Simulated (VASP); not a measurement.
Band structure of PtAl2 (fluorite). These are RPBE GGA, VASP's PBE PAW potentials (set 64) (plane waves; VASP) values and carry that method's errors.

Unless said otherwise, spin-orbit coupling is left out, though it shifts the bands of the heavy elements here.

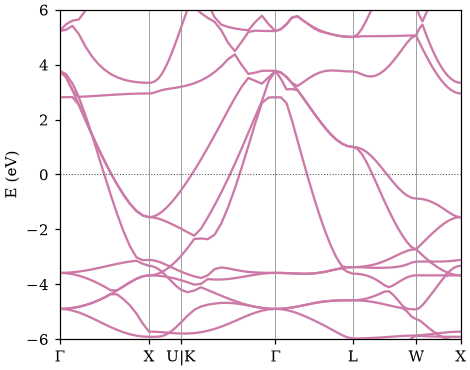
Figure. Bands along high-symmetry lines, zero at the valence-band maximum or, without a gap, the Fermi level

### Question
Read the plot: is there a gap, and where are the band edges?

### Answer
It has no gap at this level: it comes out as a metal or semimetal. (Edges off the drawn lines would not show.)

The compound is PtAl2 in the fluorite structure. It was relaxed first.
